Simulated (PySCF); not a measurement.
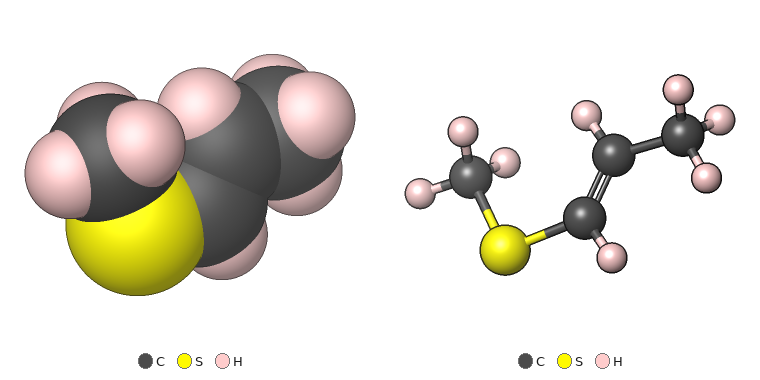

Two views of one molecule.

**Which formula does it have?**

C₄H₈S, 13 atoms: 4 carbon, 8 hydrogen and 1 sulfur.

**Name functional groups in it.**

Among them: alkene, thioether.

**Count the bonded pairs by element.**

8 C–H, 2 C–C, 2 C–S.

**Does it have rings?**

It has no ring.

The parts below concern this one geometry. Atoms keep their numbers from picture to picture. Computed geometry: PBE0-D3(BJ)/def2-SVP optimisation. No frequency run is at hand to confirm it as a minimum.

## Geometry

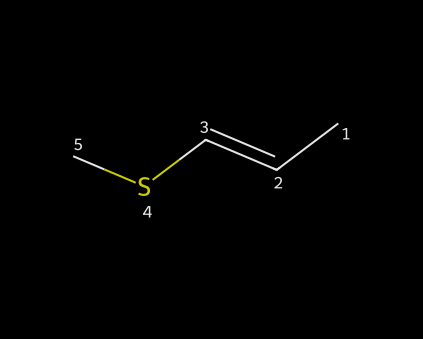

Skeletal drawing with numbered atoms; wedges and dashes mark any stereocentres. The configuration is that of a computed structure (PBE0-D3(BJ)/def2-SVP).

**What are the Cahn–Ingold–Prelog descriptors?**

C2=C3: E.

## Electronic properties

No frequency run is at hand to confirm it as a minimum. Method: PBE0/pcSseg-1 in tetrahydrofuran (IEF-PCM) (PySCF 2.14.0).

**Estimate the HOMO–LUMO gap.**

6.53 eV.

**Give the HOMO energy (Kohn–Sham orbital) at this level.**

−6.03 eV.

**What is the dipole moment?**

1.92 D.

## NMR shielding

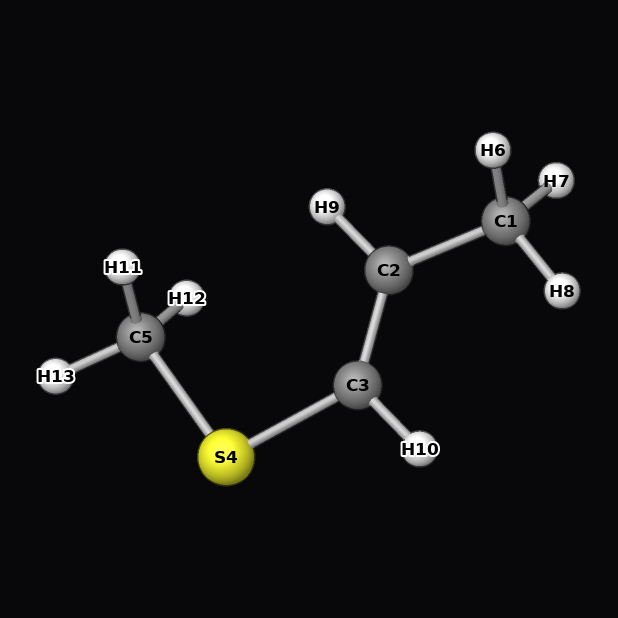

The questions are on isotropic NMR shieldings of the H atoms. No frequency run is at hand to confirm it as a minimum. Method: GIAO PBE0/pcSseg-1 NMR shielding, non-relativistic, IEF-PCM tetrahydrofuran (PySCF 2.14.0).

**Which H atom is the most shielded (lowest chemical shift)?**

H8 (29.37 ppm).

**Which H atom is the least shielded (highest chemical shift)?**

H10 (25.27 ppm).

**How wide is the range of H shifts?**

4.10 ppm.

List the isotropic NMR shieldings of the H atoms.

| atom | σ (ppm) |
| --- | --- |
| H6 | 29.25 |
| H7 | 29.25 |
| H8 | 29.37 |
| H9 | 26.09 |
| H10 | 25.27 |
| H11 | 29.09 |
| H12 | 29.09 |
| H13 | 29.08 |

## Excitation

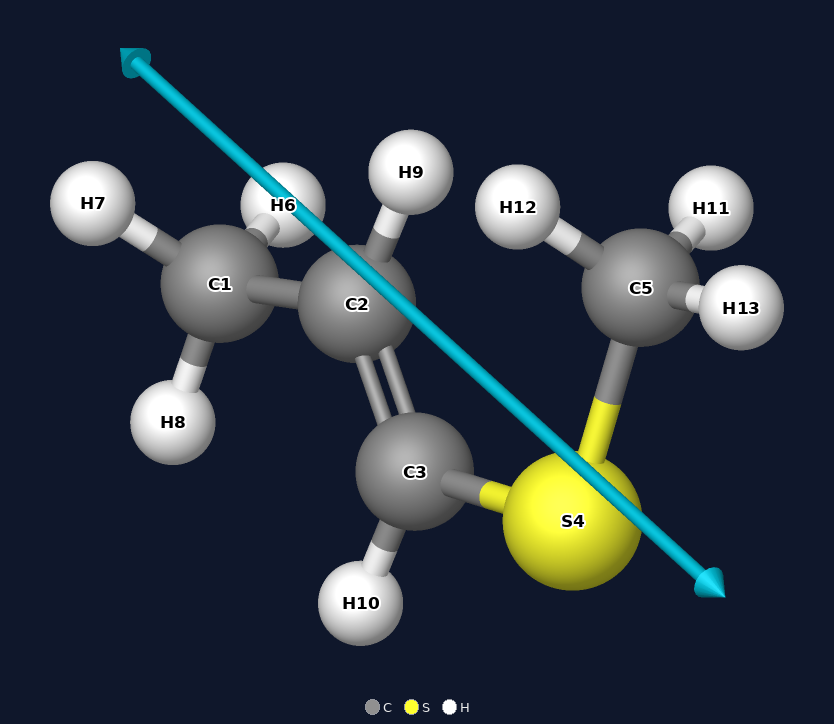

The double arrow shows the direction of the transition dipole to excited singlet state 3 (its length means nothing). No frequency run is at hand to confirm it as a minimum. Level of theory: TDDFT CAM-B3LYP/def2-SVPD, vertical, gas phase, core orbitals frozen in the response (PySCF 2.14.0).

**Give its energy, strength and character.**

5.88 eV (211 nm), oscillator strength 0.36, mainly HOMO → LUMO+2 (weight 0.93); transition dipole 4.00 D.

## Charges

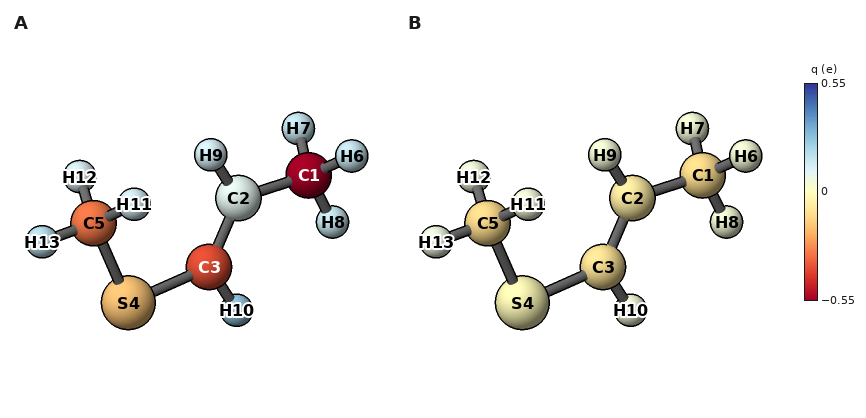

Atomic charges of one calculation by 2 schemes, on one colour scale. No frequency run is at hand to confirm it as a minimum. Computed with PBE0/pcSseg-1 in dimethylsulfoxide (IEF-PCM) (PySCF 2.14.0).

**The schemes are ESP-fitted, Hirshfeld. Which panel shows which?**

A ESP-fitted, B Hirshfeld.

List the charges (e), one line for each set of equivalent atoms.

| atom | ESP-fitted | Hirshfeld |
| --- | --- | --- |
| C1 | −0.54 | −0.11 |
| C2 | 0.09 | −0.06 |
| C3 | −0.38 | −0.09 |
| S4 | −0.17 | −0.01 |
| C5 | −0.31 | −0.11 |
| H6, H7 | 0.16 | 0.05 |
| H8 | 0.15 | 0.05 |
| H9 | 0.13 | 0.04 |
| H10 | 0.26 | 0.05 |
| H11, H12 | 0.13 | 0.05 |
| H13 | 0.19 | 0.06 |
